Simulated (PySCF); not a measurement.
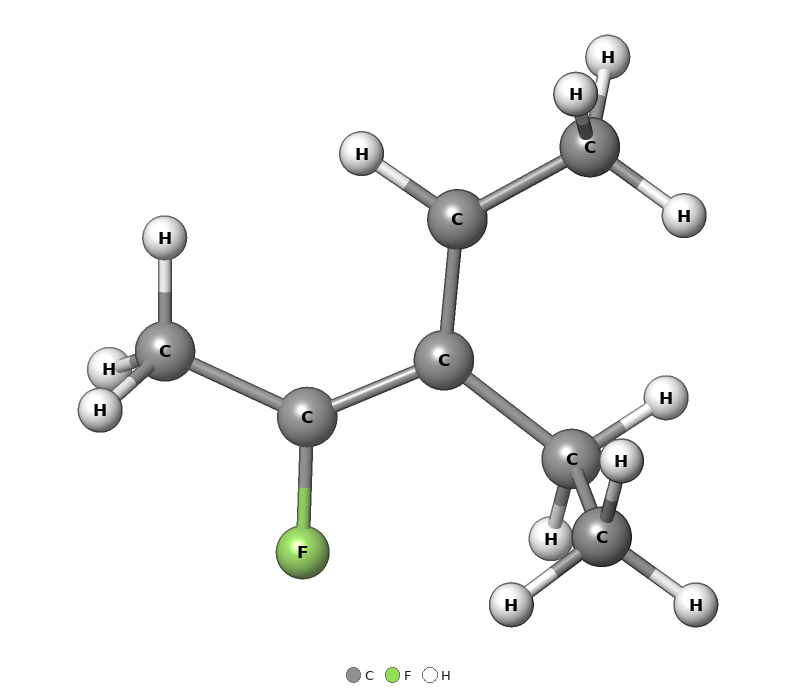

Rendered structure (ball-and-stick style). Every bond is drawn as one stick, whatever its order.

State: charge +1, singlet. The computed structure is the end point of a GFN2-xTB optimisation. No frequency run is at hand to confirm it as a minimum.

What does the picture show?

The species is C₇H₁₂F⁺. SMILES: `C[CH+]/C(CC)=C(\C)F`. It has no ring. Among its groups: alkene, C–F bond. The point group is C1. Coordination: 4 C tetrahedral; 3 C trigonal planar.

The parts below concern this one geometry. Atoms keep their numbers from picture to picture.

## Shape

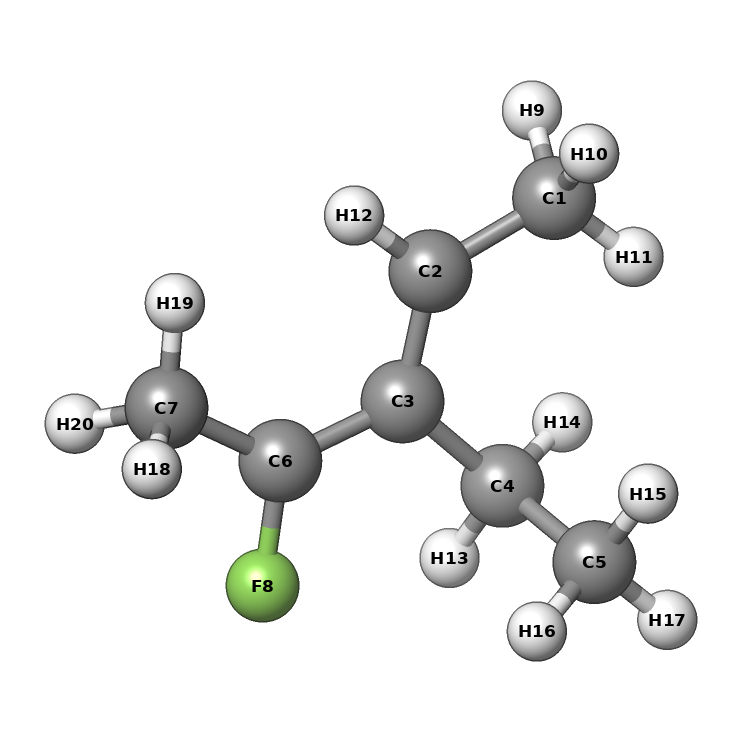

The atoms are numbered. No frequency run is at hand to confirm it as a minimum.

Estimate the angles C1–C2–H12, C2–C1–H9, C2–C1–H10, C2–C1–H11, C2–C3–C6, C3–C4–H13, C3–C4–H14, C4–C5–H15, C4–C5–H16, C4–C5–H17, C5–C4–H13, C6–C7–H18.

```
    angle  degrees
C1–C2–H12    114.8
 C2–C1–H9    108.8
C2–C1–H10    109.4
C2–C1–H11    114.7
 C2–C3–C6    119.8
C3–C4–H13    109.8
C3–C4–H14    110.0
C4–C5–H15    111.3
C4–C5–H16    110.8
C4–C5–H17    109.5
C5–C4–H13    108.9
C6–C7–H18    108.8
```

## Charges

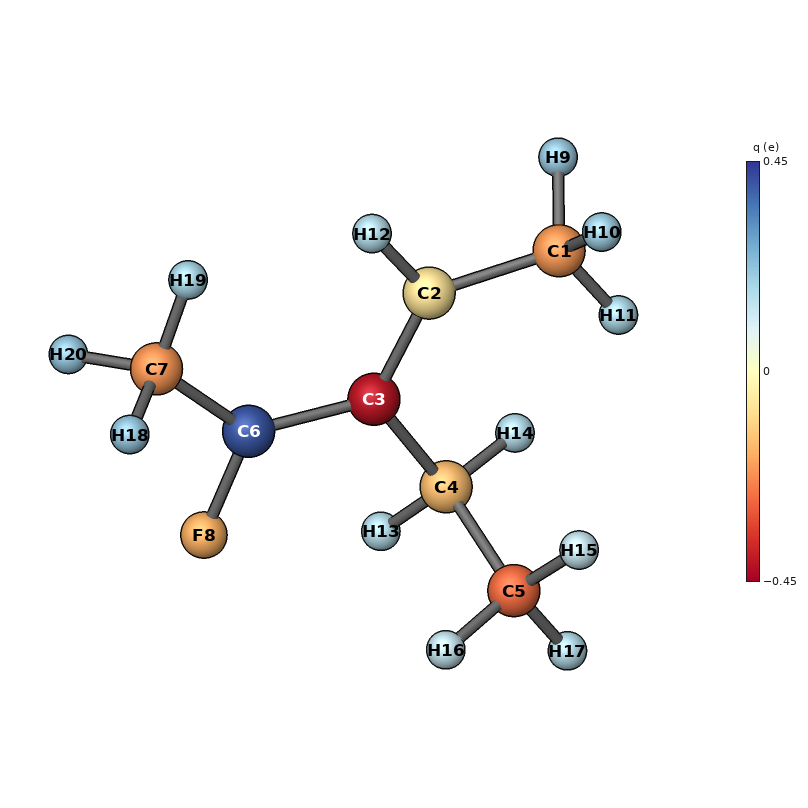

Atoms are coloured by their Mulliken charges. No frequency run is at hand to confirm it as a minimum. Properties computed with PBE0/pcSseg-1, gas phase (PySCF 2.14.0).

**Which atom carries the highest charge (most positive or least negative)?**

C6 (0.40 e).

**And the lowest?**

C3 (−0.40 e).

Give the Mulliken charges atom by atom.

```json
{"atom": "C1", "value (e)": "−0.20"}
{"atom": "C2", "value (e)": "−0.07"}
{"atom": "C3", "value (e)": "−0.40"}
{"atom": "C4", "value (e)": "−0.15"}
{"atom": "C5", "value (e)": "−0.26"}
{"atom": "C6", "value (e)": "0.40"}
{"atom": "C7", "value (e)": "−0.21"}
{"atom": "F8", "value (e)": "−0.17"}
{"atom": "H9", "value (e)": "0.20"}
{"atom": "H10", "value (e)": "0.19"}
{"atom": "H11", "value (e)": "0.17"}
{"atom": "H12", "value (e)": "0.16"}
{"atom": "H13", "value (e)": "0.16"}
{"atom": "H14", "value (e)": "0.16"}
{"atom": "H15", "value (e)": "0.13"}
{"atom": "H16", "value (e)": "0.13"}
{"atom": "H17", "value (e)": "0.16"}
{"atom": "H18", "value (e)": "0.21"}
{"atom": "H19", "value (e)": "0.18"}
{"atom": "H20", "value (e)": "0.21"}
```

## Electronic properties

No frequency run is at hand to confirm it as a minimum. Properties computed with PBE0/pcSseg-1, gas phase (PySCF 2.14.0).

Predict the main results.

- HOMO energy (Kohn–Sham orbital): −13.12 eV
- LUMO energy (Kohn–Sham orbital): −8.34 eV
- HOMO–LUMO gap: 4.77 eV

## NMR shielding

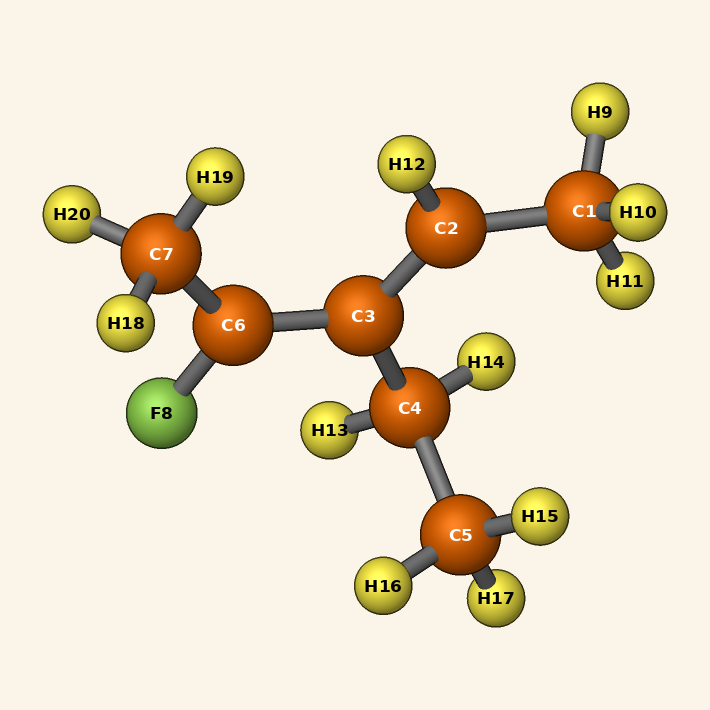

No frequency run is at hand to confirm it as a minimum. Method: GIAO PBE0/pcSseg-1 NMR shielding, non-relativistic, gas phase (PySCF 2.14.0). Principal shieldings σ11 ≤ σ22 ≤ σ33, span Ω = σ33 − σ11, skew κ = 3(σiso − σ22)/Ω.

Give the shielding tensors of the F atoms.

| atom | σ11 | σ22 | σ33 | σiso | Ω | κ |
| --- | --- | --- | --- | --- | --- | --- |
| F8 | −100.5 | 4.5 | 383.6 | 95.9 | 484.0 | 0.57 |

Shieldings and span in ppm.

Mulliken values depend strongly on the basis set and can even reverse the polarity of a bond.
